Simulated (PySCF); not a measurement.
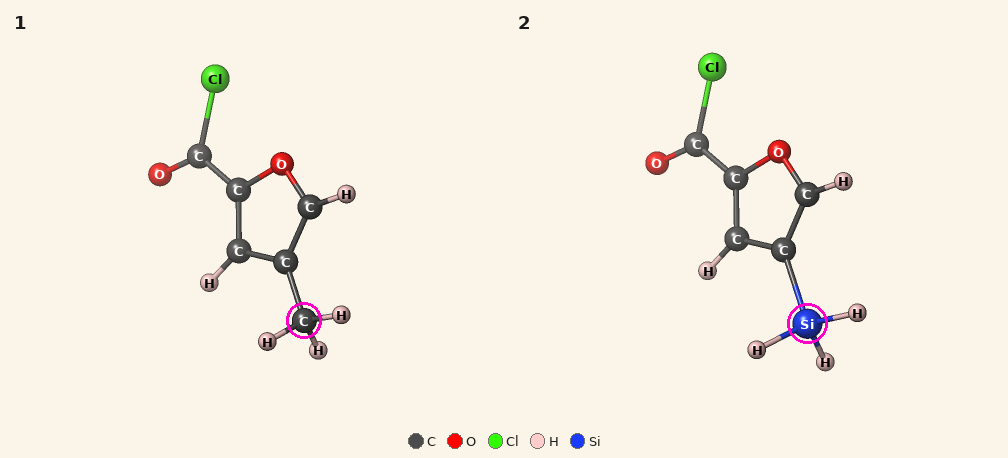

2 molecules with one skeleton, seen from the same side and at one scale; the atom that differs is circled. Each species is neutral and a spin singlet. Computed geometries: GFN2-xTB optimisations, one conformation each. Properties computed with PySCF 2.14.0.

One atom differs, called X below: C in panel 1, Si in panel 2. Their formulas are C6H5ClO2 (`Cc1coc(C(=O)Cl)c1`), C5H5ClO2Si (`O=C(Cl)c1cc([SiH3])co1`).

In which is the mean length of X–H larger (GFN2-xTB)?

In panel 2 (X = Si).

In which is the dipole moment larger (CAM-B3LYP/def2-SVPD)?

In panel 1 (X = C).

Give the values. With GFN2-xTB: length of X–C (Å), mean length of X–H (Å), mean angle C–X–H (°). With CAM-B3LYP/def2-SVPD: dipole moment (D), HOMO energy (Kohn–Sham orbital) (eV), HOMO–LUMO gap (eV), mean static polarisability (bohr³), lowest vertical singlet excitation (eV).

```tsv
quantity	1 (C)	2 (Si)	2 − 1
length of X–C (Å)	1.487	1.878	+0.391
mean length of X–H (Å)	1.088	1.463	+0.375
mean angle C–X–H (°)	110.3	108.0	−2.3
dipole moment (D)	4.97	4.38	−0.59
HOMO energy (Kohn–Sham orbital) (eV)	−8.65	−8.90	−0.25
HOMO–LUMO gap (eV)	7.54	7.67	+0.13
mean static polarisability (bohr³)	93.2	108.1	+14.9
lowest vertical singlet excitation (eV)	4.71	4.69	−0.02
```

The geometry is semi-empirical. Around Si such bond lengths and angles can be off by a tenth of an ångström or more and by several degrees, and values that hang on the shape move with them.
